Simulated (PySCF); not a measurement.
CH5BrS, SMILES `Br.CS`.

Computed with PySCF, TPSS/aug-cc-pVDZ, geometry: GFN2-xTB. GFN2-xTB bond lengths at metals and heavier atoms can be off by up to 0.1 Å and shapes distorted, which carries into these values.

Input script:

```python
import numpy as np
from pyscf import gto, scf, dft
from pyscf.scf import atom_ks, atom_hf
from scipy.linalg import block_diag
from pyscf.dispersion import dftd3

def solve(mol, dm0=None, hcore=None):
    mf = (dft.UKS if mol.spin else dft.RKS)(mol, xc='tpss')
    mf.grids.level = 3
    mf = mf.density_fit(auxbasis='def2-universal-jkfit')
    mf.conv_tol, mf.max_cycle = 1e-8, 80
    if hcore is not None:
        mf.get_hcore = lambda *args: hcore
    mf.kernel(dm0)
    if not mf.converged:
        mf = mf.newton().run(mf.mo_coeff, mf.mo_occ, max_cycle=30)
    assert mf.converged, 'SCF not converged'
    return mf

mol = gto.M(atom='''
Br    -1.57190    -0.02983    -0.00422
H     -0.25886     0.47284     0.19699
C      2.27870    -1.12717    -0.01336
S      2.03418     0.67735     0.08152
H      1.47036    -1.57959    -0.57948
H      2.26740    -1.49117     1.00887
H      3.23972    -1.33605    -0.47159
H      2.07888     0.90353    -1.23111
''', basis='aug-cc-pvdz', charge=0, spin=0, verbose=4)
mol_a = gto.M(atom='''
Br    -1.57190    -0.02983    -0.00422
H     -0.25886     0.47284     0.19699
ghost-C      2.27870    -1.12717    -0.01336
ghost-S      2.03418     0.67735     0.08152
ghost-H      1.47036    -1.57959    -0.57948
ghost-H      2.26740    -1.49117     1.00887
ghost-H      3.23972    -1.33605    -0.47159
ghost-H      2.07888     0.90353    -1.23111
''', basis='aug-cc-pvdz', charge=0, spin=0, verbose=4)
mol_b = gto.M(atom='''
ghost-Br    -1.57190    -0.02983    -0.00422
ghost-H     -0.25886     0.47284     0.19699
C      2.27870    -1.12717    -0.01336
S      2.03418     0.67735     0.08152
H      1.47036    -1.57959    -0.57948
H      2.26740    -1.49117     1.00887
H      3.23972    -1.33605    -0.47159
H      2.07888     0.90353    -1.23111
''', basis='aug-cc-pvdz', charge=0, spin=0, verbose=4)
ab, a, b = solve(mol), solve(mol_a), solve(mol_b)
e_int = ab.e_tot - a.e_tot - b.e_tot
print('counterpoise-corrected interaction energy / kcal/mol', e_int * 627.5095)
def disp(atoms, charge):
    m = gto.M(atom=atoms, charge=charge, basis='sto-3g', spin=None, unit='Bohr', verbose=0)
    return dftd3.DFTD3Dispersion(m, xc='tpss', version='d3bj').get_dispersion()['energy']
e_disp = disp(mol._atom, mol.charge) - disp(mol._atom[:2], mol_a.charge) - disp(mol._atom[2:], mol_b.charge)
print('D3(BJ) part / kcal/mol', e_disp * 627.5095)
# spherically averaged free atoms, for the promolecule
atm = atom_ks.get_atm_nrks(mol, xc='tpss')
pro = block_diag(*[(atm[a[0]][2] * atm[a[0]][3]) @ atm[a[0]][2].T for a in mol._atom])
np.savez('result.npz', e_int=e_int, e_disp=e_disp, dm_a=a.make_rdm1(), dm_b=b.make_rdm1(), c=ab.mo_coeff, occ=ab.mo_occ, eps=ab.mo_energy, pro=pro, d=[f.dip_moment(verbose=0) for f in (ab, a, b)])
```

Launched as:

```sh
OMP_NUM_THREADS=1 python input.py
```

The run took 93 s on 1 thread of Intel(R) Xeon(R) Platinum 8259CL CPU @ 2.50GHz (Skylake/Cascade Lake), with other jobs on the host, peak memory 0.55 GiB.

Partitions, critical points and surface values were worked out afterwards from this run's density.

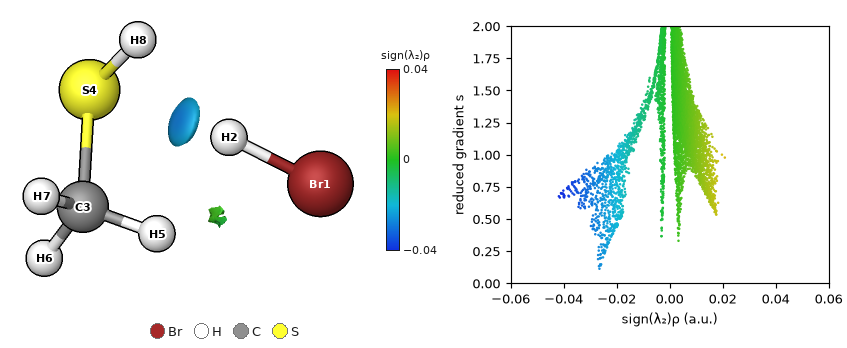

Non-covalent interaction surfaces between the fragments (reduced density gradient s = 0.4, coloured by sign(λ₂)ρ in a.u.; trimmed to the region between the fragments where ρ is under 0.06 a.u.). Fragment A: HBr (atoms 1–2); fragment B: H4CS. The plot gives s against sign(λ₂)ρ for grid points between the fragments.

Q: Which interactions hold the two fragments together?

A: Bond critical points between the fragments: H2···S4, hydrogen bond, 2.31 Å, ρ = 0.027 a.u. It appears blue (attractive, sign(λ₂)ρ well below zero). The pose is a local one from a semi-empirical search, not shown to be the most stable.

Q: How strongly are they bound?

A: The counterpoise-corrected interaction energy of the frozen fragments is −4.0 kcal/mol without dispersion correction and −5.9 kcal/mol with D3(BJ). The pair geometry is semi-empirical, not a minimum at this level.
